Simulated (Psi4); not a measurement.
# Molecular dynamics, with input and output: As$_{2}$

- system: As$_{2}$, SMILES [As]#[As]
- method: PBE0/6-31G*, RKS (Psi4 1.11)

The geometry comes from this level: PBE0-D4/def2-TZVP (4 decimals).

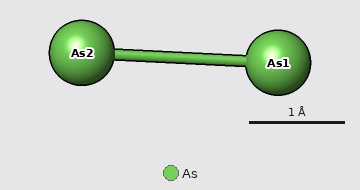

Fig. 1: The starting structure (ball-and-stick view, seen at a tilt; atoms are numbered from 1 in the order of the input).

**Input file (as2_ase.py)**
```python
import numpy as np
from ase.calculators.psi4 import Psi4
from ase.io import read
from ase import units
from ase.md.velocitydistribution import MaxwellBoltzmannDistribution, Stationary
from ase.md.verlet import VelocityVerlet

a = read('as2.sdf')
calc = Psi4(atoms=a, method='pbe0', basis='6-31G*', memory='1600MB', num_threads=1, charge=0, multiplicity=1, label='as2')
calc.psi4.set_options({'df_basis_scf': 'def2-universal-jkfit'})
a.calc = calc

MaxwellBoltzmannDistribution(a, temperature_K=1000.0, rng=np.random.default_rng(272))
Stationary(a)
dyn = VelocityVerlet(a, 0.5 * units.fs)
def show():
    ep, ek = a.get_potential_energy(), a.get_kinetic_energy()
    print(f'step {dyn.nsteps:3d}  Epot {ep:14.6f}  Ekin {ek:9.6f}  Etot {ep + ek:14.6f} eV  T {a.get_temperature():7.1f} K')
dyn.attach(show)
dyn.run(15)
```

**File as2.sdf**
```

     RDKit          3D

  2  1  0  0  0  0  0  0  0  0999 V2000
    0.0000    0.0000    0.0025 As  0  0  0  0  0  3  0  0  0  0  0  0
    0.0000    0.0000    2.0915 As  0  0  0  0  0  3  0  0  0  0  0  0
  2  1  3  0
M  END
$$$$
```

Hardware: 1 thread of INTEL XEON PLATINUM @ 2.30GHz (Emerald Rapids), 24 GiB of memory available, shared host.

Launched with:
```bash
python as2_ase.py
```

**Output**
```
gradient() will perform analytic gradient computation.

   => Loading Basis Set <=

    Name: 6-31G*
    Role: ORBITAL
    Keyword: BASIS

         ---------------------------------------------------------
                                   SCF
                              RKS Reference
                        1 Threads,   1525 MiB Core
         ---------------------------------------------------------

  ==> Geometry <==

    Molecular point group: c1
    Full point group: D_inf_h

    Geometry (in Angstrom), charge = 0, multiplicity = 1:

       Center              X                  Y                   Z               Mass
    ------------   -----------------  -----------------  -----------------  -----------------
         AS          -0.034089865969     0.020088890089    -1.030997286473    74.921594570000
         AS           0.034089865969    -0.020088890089     1.030997286473    74.921594570000

  Running in c1 symmetry.

  Rotational constants: A = ************  B =      0.10568  C =      0.10568 [cm^-1]
  Rotational constants: A = ************  B =   3168.29727  C =   3168.29727 [MHz]
  Nuclear repulsion =  279.268455042793676

  Charge       = 0
  Multiplicity = 1
  Electrons    = 66
  Nalpha       = 33
  Nbeta        = 33

  ==> Algorithm <==

  SCF Algorithm Type is DF.
  DIIS enabled.
  MOM disabled.
  Fractional occupation disabled.
  Guess Type is SAD.
  Energy threshold   = 1.00e-08
  Density threshold  = 1.00e-08
  Integral threshold = 1.00e-12

  ==> Primary Basis <==

  Basis Set: 6-31G*
    Blend: 6-31G*
    Number of shells: 24
    Number of basis functions: 70
    Number of Cartesian functions: 70
    Spherical Harmonics?: false
    Max angular momentum: 2

  ==> DFT Potential <==

   => LibXC <=

    Version 7.1.2

   => Composite Functional: PBE0 <=

    PBE0 Hyb-GGA Exchange-Correlation Functional

    Deriv               =              1
    GGA                 =           TRUE
    Meta                =          FALSE

    Exchange Hybrid     =           TRUE
    MP2 Hybrid          =          FALSE

   => Exchange Functionals <=

    0.7500   Perdew, Burke & Ernzerhof

   => Exact (HF) Exchange <=

    0.2500               HF

   => Correlation Functionals <=

    1.0000   Perdew, Burke & Ernzerhof

   => LibXC Density Thresholds  <==

    XC_HYB_GGA_XC_PBEH:  1.00E-15

   => Molecular Quadrature <=

    Radial Scheme          =       TREUTLER
    Pruning Scheme         =           NONE
    Nuclear Scheme         =       TREUTLER

    Blocking Scheme        =         OCTREE
    BS radius alpha        =              1
    Pruning alpha          =              1
    Radial Points          =             75
    Spherical Points       =            302
    Total Points           =          41536
    Total Blocks           =            390
    Max Points             =            244
    Max Functions          =             69
    Weights Tolerance      =       1.00E-15

   => Loading Basis Set <=

    Name: DEF2-UNIVERSAL-JKFIT
    Role: JKFIT
    Keyword: DF_BASIS_SCF

  ==> Integral Setup <==

  DFHelper Memory: AOs need 0.032 GiB; user supplied 1.056 GiB.
  SCF_SUBTYPE=INCORE selected. In-core MEM_DF algorithm will be used.
  Using in-core AOs.

  ==> MemDFJK: Density-Fitted J/K Matrices <==

    J tasked:                   Yes
    K tasked:                   Yes
    wK tasked:                   No
    Memory [MiB]:              1081
    Algorithm:                 Core
    Schwarz Cutoff:           1E-12
    Mask sparsity (%):       4.8980
    Fitting Condition:        1E-10

   => Auxiliary Basis Set <=

  Basis Set: DEF2-UNIVERSAL-JKFIT
    Blend: DEF2-UNIVERSAL-JKFIT
    Number of shells: 120
    Number of basis functions: 742
    Number of Cartesian functions: 742
    Spherical Harmonics?: false
    Max angular momentum: 5

  Cached 100.0% of DFT collocation blocks in 0.062 [GiB].

  Minimum eigenvalue in the overlap matrix is 6.3319563812E-04.
  Reciprocal condition number of the overlap matrix is 1.0353348150E-04.
    Using symmetric orthogonalization.

  ==> Pre-Iterations <==

  SCF Guess: Superposition of Atomic Densities via on-the-fly atomic UHF (no occupation information).

   -------------------------
    Irrep   Nso     Nmo
   -------------------------
     A         70      70
   -------------------------
    Total      70      70
   -------------------------

  ==> Iterations <==

                           Total Energy        Delta E     RMS |[F,P]|

   @DF-RKS iter SAD: -4464.15980699401280   -4.46416e+03   0.00000e+00
   @DF-RKS iter   1: -4468.57665494794310   -4.41685e+00   5.44560e-02 DIIS/ADIIS
   @DF-RKS iter   2: -4467.91515211852311    6.61503e-01   6.59297e-02 DIIS/ADIIS
   @DF-RKS iter   3: -4470.64625162791071   -2.73110e+00   1.55003e-03 DIIS/ADIIS
   @DF-RKS iter   4: -4470.64756432378363   -1.31270e-03   4.67242e-04 DIIS/ADIIS
   @DF-RKS iter   5: -4470.64825672488223   -6.92401e-04   4.52786e-05 DIIS
   @DF-RKS iter   6: -4470.64826321082910   -6.48595e-06   5.79557e-06 DIIS
   @DF-RKS iter   7: -4470.64826327207629   -6.12472e-08   2.68865e-07 DIIS
   @DF-RKS iter   8: -4470.64826327221181   -1.35515e-10   5.17092e-09 DIIS
  Energy and wave function converged.

  ==> Post-Iterations <==

   Electrons on quadrature grid:
      Ntotal   =   65.9999654256 ; deviation = -3.457e-05

    Orbital Energies [Eh]
    ---------------------

    Doubly Occupied:

       1A   -426.257467     2A   -426.257465     3A    -54.021453
       4A    -54.021452     5A    -48.272449     6A    -48.272449
       7A    -48.272442     8A    -48.272442     9A    -48.270850
      10A    -48.270809    11A     -7.097881    12A     -7.097653
      13A     -5.137197    14A     -5.137197    15A     -5.137060
      16A     -5.137060    17A     -5.134565    18A     -5.133040
      19A     -1.684781    20A     -1.678855    21A     -1.678855
      22A     -1.678649    23A     -1.678629    24A     -1.677790
      25A     -1.677769    26A     -1.672559    27A     -1.672559
      28A     -1.668427    29A     -0.689991    30A     -0.488942
      31A     -0.290009    32A     -0.277524    33A     -0.277524

    Virtual:

      34A     -0.095729    35A     -0.095729    36A      0.048819
      37A      0.118713    38A      0.203463    39A      0.231357
      40A      0.231357    41A      0.237660    42A      0.295370
      43A      0.295370    44A      0.366623    45A      0.404919
      46A      0.404919    47A      0.441606    48A      0.441609
      49A      0.569979    50A      0.569982    51A      0.677821
      52A      0.793537    53A      0.793537    54A      1.081846
      55A      1.287171    56A      1.415321    57A      3.747535
      58A      3.747581    59A      3.798950    60A      3.798950
      61A      3.814355    62A      3.814401    63A      3.873925
      64A      3.909315    65A      3.909315    66A      4.089641
      67A      4.501675    68A      4.670806    69A     88.953321
      70A     89.428842

    Final Occupation by Irrep:
              A
    DOCC [    33 ]
    NA   [    33 ]
    NB   [    33 ]

  @DF-RKS Final Energy: -4470.64826327221181

   => Energetics <=

    Nuclear Repulsion Energy =            279.2684550427936756
    One-Electron Energy =               -6784.6322640369689907
    Two-Electron Energy =                2159.5415066406635560
    DFT Exchange-Correlation Energy =    -124.8259609187005168
    Empirical Dispersion Energy =           0.0000000000000000
    VV10 Nonlocal Energy =                  0.0000000000000000
    Total Energy =                      -4470.6482632722127164

Computation Completed

Properties will be evaluated at   0.000000,   0.000000,   0.000000 [a0]

Properties computed using the SCF density matrix

 Multipole Moments:

 ------------------------------------------------------------------------------------
     Multipole            Electronic (a.u.)      Nuclear  (a.u.)        Total (a.u.)
 ------------------------------------------------------------------------------------

 L = 1.  Multiply by 2.5417464519 to convert [e a0] to [Debye]
 Dipole X            :          0.0000001            0.0000000            0.0000001
 Dipole Y            :         -0.0000001           -0.0000000           -0.0000001
 Dipole Z            :          0.0000028           -0.0000000            0.0000028
 Magnitude           :                                                    0.0000028

 ------------------------------------------------------------------------------------

	total time  =          1 seconds =       0.02 minutes

         ------------------------------------------------------------
                                   SCF GRAD
         ------------------------------------------------------------

  ==> Geometry <==

    Molecular point group: c1
    Full point group: D_inf_h

    Geometry (in Angstrom), charge = 0, multiplicity = 1:

       Center              X                  Y                   Z               Mass
    ------------   -----------------  -----------------  -----------------  -----------------
         AS          -0.034089865969     0.020088890089    -1.030997286473    74.921594570000
         AS           0.034089865969    -0.020088890089     1.030997286473    74.921594570000

  Nuclear repulsion =  279.268455042793676

  ==> Basis Set <==

  Basis Set: 6-31G*
    Blend: 6-31G*
    Number of shells: 24
    Number of basis functions: 70
    Number of Cartesian functions: 70
    Spherical Harmonics?: false
    Max angular momentum: 2

  ==> DFJKGrad: Density-Fitted SCF Gradients <==

    Gradient:                    1
    J tasked:                  Yes
    K tasked:                  Yes
    wK tasked:                  No
    Integrals threads:           1
    Memory [MiB]:             1144
    Schwarz Cutoff:          1E-12
    Fitting Condition:       1E-10

   => Auxiliary Basis Set <=

  Basis Set: DEF2-UNIVERSAL-JKFIT
    Blend: DEF2-UNIVERSAL-JKFIT
    Number of shells: 120
    Number of basis functions: 742
    Number of Cartesian functions: 742
    Spherical Harmonics?: false
    Max angular momentum: 5

  ==> DFT Potential <==

   => LibXC <=

    Version 7.1.2

   => Composite Functional: PBE0 <=

    PBE0 Hyb-GGA Exchange-Correlation Functional

    Deriv               =              1
    GGA                 =           TRUE
    Meta                =          FALSE

    Exchange Hybrid     =           TRUE
    MP2 Hybrid          =          FALSE

   => Exchange Functionals <=

    0.7500   Perdew, Burke & Ernzerhof

   => Exact (HF) Exchange <=

    0.2500               HF

   => Correlation Functionals <=

    1.0000   Perdew, Burke & Ernzerhof

   => LibXC Density Thresholds  <==

    XC_HYB_GGA_XC_PBEH:  1.00E-15

   => Molecular Quadrature <=

    Radial Scheme          =       TREUTLER
    Pruning Scheme         =           NONE
    Nuclear Scheme         =       TREUTLER

    Blocking Scheme        =         OCTREE
    BS radius alpha        =              1
    Pruning alpha          =              1
    Radial Points          =             75
    Spherical Points       =            302
    Total Points           =          41536
    Total Blocks           =            390
    Max Points             =            244
    Max Functions          =             69
    Weights Tolerance      =       1.00E-15

  -Total Gradient:
     Atom            X                  Y                   Z
    ------   -----------------  -----------------  -----------------
       1        0.000735195329    -0.000433244733     0.022234876361
       2       -0.000735195326     0.000433244732    -0.022234876473

	total time  =          1 seconds =       0.02 minutes
```

**Standard output**
```
step   0  Epot -121652.554155  Ekin  0.249944  Etot -121652.304211 eV  T   966.8 K
step   1  Epot -121652.553429  Ekin  0.249230  Etot -121652.304199 eV  T   964.1 K
step   2  Epot -121652.552584  Ekin  0.248397  Etot -121652.304187 eV  T   960.8 K
step   3  Epot -121652.551629  Ekin  0.247453  Etot -121652.304175 eV  T   957.2 K
step   4  Epot -121652.550573  Ekin  0.246408  Etot -121652.304165 eV  T   953.1 K
step   5  Epot -121652.549425  Ekin  0.245272  Etot -121652.304154 eV  T   948.8 K
step   6  Epot -121652.548198  Ekin  0.244055  Etot -121652.304143 eV  T   944.0 K
step   7  Epot -121652.546903  Ekin  0.242769  Etot -121652.304134 eV  T   939.1 K
step   8  Epot -121652.545552  Ekin  0.241427  Etot -121652.304124 eV  T   933.9 K
step   9  Epot -121652.544158  Ekin  0.240043  Etot -121652.304116 eV  T   928.5 K
step  10  Epot -121652.542735  Ekin  0.238628  Etot -121652.304107 eV  T   923.1 K
step  11  Epot -121652.541297  Ekin  0.237198  Etot -121652.304099 eV  T   917.5 K
step  12  Epot -121652.539857  Ekin  0.235765  Etot -121652.304092 eV  T   912.0 K
step  13  Epot -121652.538431  Ekin  0.234345  Etot -121652.304085 eV  T   906.5 K
step  14  Epot -121652.537031  Ekin  0.232952  Etot -121652.304079 eV  T   901.1 K
step  15  Epot -121652.535671  Ekin  0.231598  Etot -121652.304073 eV  T   895.9 K
```

**Trajectory as extended XYZ (Å, eV, eV/Å), 16 frames, from step=0 to step=15**
```
2
Properties=species:S:1:pos:R:3:forces:R:3 step=0 energy=-121652.55515
As    0.0000    0.0000    0.0025    0.0000   0.0000  -0.3108
As    0.0000    0.0000    2.0915    0.0000   0.0000   0.3108
2
Properties=species:S:1:pos:R:3:forces:R:3 step=1 energy=-121652.55442
As   -0.0023    0.0013    0.0035   -0.0008   0.0005  -0.3756
As    0.0023   -0.0013    2.0905    0.0008  -0.0005   0.3756
2
Properties=species:S:1:pos:R:3:forces:R:3 step=2 energy=-121652.55357
As   -0.0045    0.0027    0.0046   -0.0019   0.0011  -0.4399
As    0.0045   -0.0027    2.0894    0.0019  -0.0011   0.4399
2
Properties=species:S:1:pos:R:3:forces:R:3 step=3 energy=-121652.55262
As   -0.0068    0.0040    0.0056   -0.0033   0.0019  -0.5033
As    0.0068   -0.0040    2.0884    0.0033  -0.0019   0.5033
2
Properties=species:S:1:pos:R:3:forces:R:3 step=4 energy=-121652.55156
As   -0.0091    0.0054    0.0066   -0.0049   0.0029  -0.5657
As    0.0091   -0.0054    2.0874    0.0049  -0.0029   0.5657
2
Properties=species:S:1:pos:R:3:forces:R:3 step=5 energy=-121652.55042
As   -0.0114    0.0067    0.0076   -0.0069   0.0040  -0.6272
As    0.0114   -0.0067    2.0864    0.0069  -0.0040   0.6272
2
Properties=species:S:1:pos:R:3:forces:R:3 step=6 energy=-121652.54919
As   -0.0136    0.0080    0.0085   -0.0090   0.0053  -0.6872
As    0.0136   -0.0080    2.0855    0.0090  -0.0053   0.6872
2
Properties=species:S:1:pos:R:3:forces:R:3 step=7 energy=-121652.54789
As   -0.0159    0.0094    0.0095   -0.0114   0.0067  -0.7459
As    0.0159   -0.0094    2.0845    0.0114  -0.0067   0.7459
2
Properties=species:S:1:pos:R:3:forces:R:3 step=8 energy=-121652.54654
As   -0.0182    0.0107    0.0104   -0.0141   0.0083  -0.8029
As    0.0182   -0.0107    2.0836    0.0141  -0.0083   0.8029
2
Properties=species:S:1:pos:R:3:forces:R:3 step=9 energy=-121652.54515
As   -0.0204    0.0120    0.0113   -0.0169   0.0100  -0.8581
As    0.0204   -0.0120    2.0827    0.0169  -0.0100   0.8581
2
Properties=species:S:1:pos:R:3:forces:R:3 step=10 energy=-121652.54373
As   -0.0227    0.0134    0.0122   -0.0200   0.0118  -0.9114
As    0.0227   -0.0134    2.0818    0.0200  -0.0118   0.9114
2
Properties=species:S:1:pos:R:3:forces:R:3 step=11 energy=-121652.54229
As   -0.0250    0.0147    0.0130   -0.0233   0.0137  -0.9627
As    0.0250   -0.0147    2.0810    0.0233  -0.0137   0.9627
2
Properties=species:S:1:pos:R:3:forces:R:3 step=12 energy=-121652.54085
As   -0.0273    0.0161    0.0138   -0.0267   0.0157  -1.0116
As    0.0273   -0.0161    2.0802    0.0267  -0.0157   1.0116
2
Properties=species:S:1:pos:R:3:forces:R:3 step=13 energy=-121652.53942
As   -0.0295    0.0174    0.0146   -0.0303   0.0178  -1.0582
As    0.0295   -0.0174    2.0794    0.0303  -0.0178   1.0582
2
Properties=species:S:1:pos:R:3:forces:R:3 step=14 energy=-121652.53802
As   -0.0318    0.0187    0.0153   -0.0340   0.0200  -1.1021
As    0.0318   -0.0187    2.0787    0.0340  -0.0200   1.1021
2
Properties=species:S:1:pos:R:3:forces:R:3 step=15 energy=-121652.53666
As   -0.0341    0.0201    0.0160   -0.0378   0.0223  -1.1434
As    0.0341   -0.0201    2.0780    0.0378  -0.0223   1.1434
```

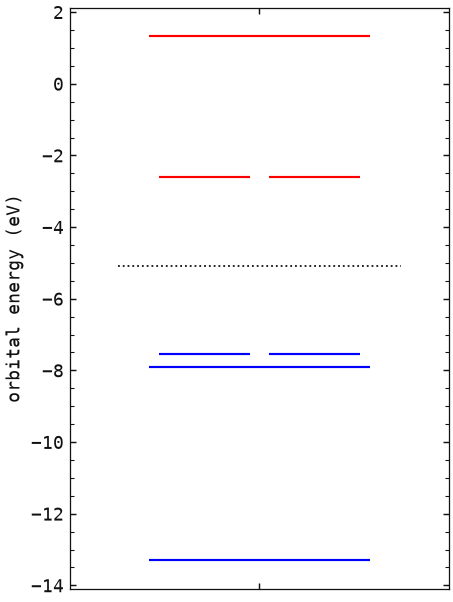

Fig. 2: Orbital energies near the frontier; the dotted line parts filled from empty levels, and levels within 0.02 eV of each other stand side by side. Highest filled −7.55 eV, lowest empty −2.60 eV, 4.95 eV apart.

**Results in brief**

```json
{"quantity": "outcome", "value": "finished"}
{"quantity": "trajectory", "value": "16 frames kept"}
{"quantity": "potential energy (last step)", "value": "−4470.648263 hartree"}
{"quantity": "basis functions (last step)", "value": "70"}
{"quantity": "HOMO (last step)", "value": "−7.55 eV"}
{"quantity": "LUMO (last step)", "value": "−2.60 eV"}
{"quantity": "dipole moment (last step)", "value": "0.00 D"}
{"quantity": "wall time", "value": "26 s"}
{"quantity": "peak memory", "value": "0.47 GiB"}
```
